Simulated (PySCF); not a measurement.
C7H7GeN, SMILES [c]1(ccccc1C#N)[GeH3] at its GFN2-xTB optimised geometry (Å):

```
16

N     -2.1793    -2.7077     0.0007
C     -1.6775    -1.6758     0.0001
C     -1.0191    -0.4260     0.0000
C     -1.7437     0.7631     0.0002
C     -1.0685     1.9692     0.0008
C      0.3177     1.9869     0.0007
C      1.0312     0.7995     0.0000
C      0.3821    -0.4260     0.0000
Ge     1.3611    -2.1221     0.0024
H     -2.8238     0.7321     0.0000
H     -1.6225     2.8960     0.0016
H      0.8433     2.9307     0.0015
H      2.1132     0.8193    -0.0002
H      1.0329    -2.9307    -1.2058
H      1.0318    -2.9256     1.2131
H      2.8238    -1.8133     0.0022
```

Computed with CAM-B3LYP/def2-TZVP run with PySCF. Cells within 0.4 Å of a nucleus heavier than hydrogen are left out (blank, or x).

Map of the electron localisation function on the plane z = 0.0 Å:

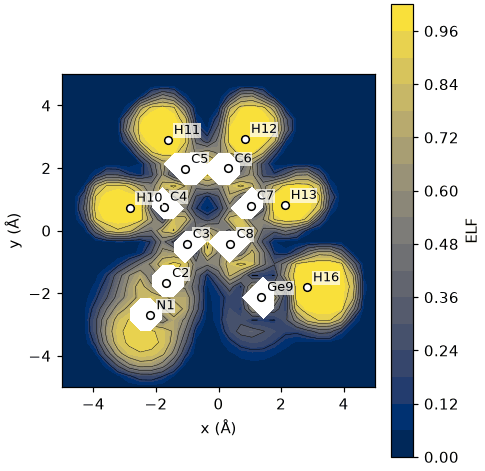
Figure. Electron localisation function on the plane z = 0.0 Å.
